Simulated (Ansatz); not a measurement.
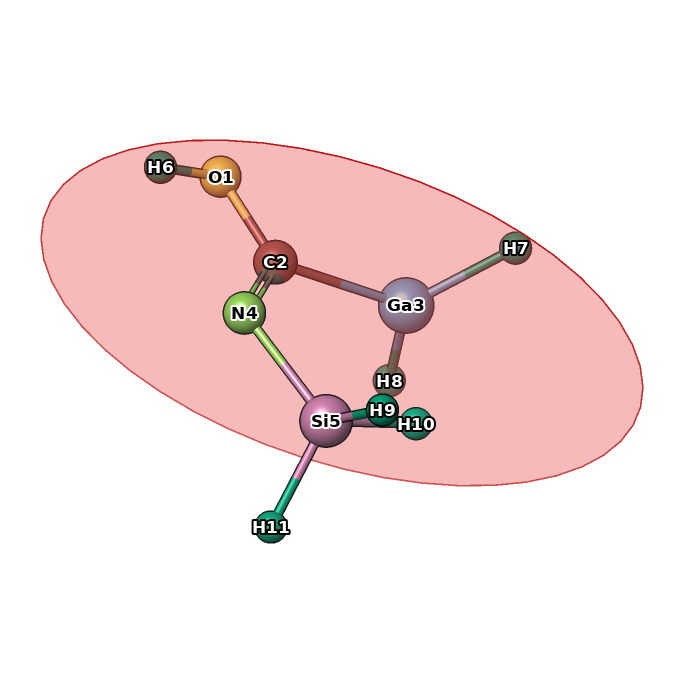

A disc through the centre of mass is drawn in. Depth is shown by fading: the farther an atom, the more it takes the colour of the background. The geometry was computed by an optimisation with PBE-D4/def2-SVP. No frequency run is at hand to confirm it as a minimum.

Is the plane of the disc a mirror plane of the structure?

No. The point group is Cs, with 1 mirror plane, and this plane isn't one of its mirror planes.
